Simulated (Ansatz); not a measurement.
# CH4FSi (SMILES [CH2][SiH2]F): methods side by side

The species is CH4FSi (7 atoms), meant as a doublet with charge 0. SMILES: `[CH2][SiH2]F`. The shape was relaxed beforehand at B3LYP/def2-SVP. This is one conformer, not always the lowest.

Each level gives the adiabatic ionisation energy (to the singlet cation, shapes relaxed at B3LYP/def2-SVP, no zero-point term) (eV). The values are calculated.

```tsv
level	kind	program	value (eV)	less CCSD(T)/def2-TZVP
UHF/def2-TZVP	Hartree–Fock	Ansatz	6.93	+0.04
USVWN5/def2-TZVP	LDA	Ansatz	6.59	-0.30
UBLYP/def2-TZVP	GGA	Ansatz	6.77	-0.12
U-r2SCAN/def2-TZVP	meta-GGA	Ansatz	7.06	+0.17
UPBE0-D4/def2-TZVP	global hybrid	Ansatz	6.94	+0.05
UCAM-B3LYP/def2-TZVP	range-separated hybrid	Ansatz	7.04	+0.15
UB2PLYP/def2-TZVP	double hybrid	Ansatz	6.88	-0.01
RPA@PBE/def2-TZVP	RPA	Ansatz	7.15	+0.26
UMP2/def2-TZVP	perturbation theory	Ansatz	6.71	-0.18
UCCSD(T)/def2-TZVP	coupled cluster or CI	Ansatz	6.89	0.00
```

Differences are taken from UCCSD(T)/def2-TZVP for orientation; it has basis-set and higher-order errors of its own. The values span 6.59 to 7.15 eV.

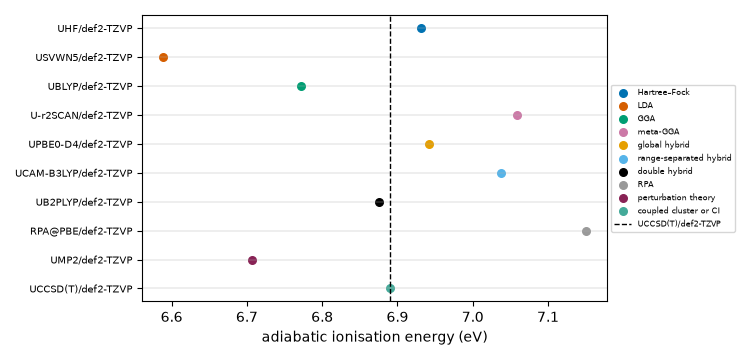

The values of the table, level by level.
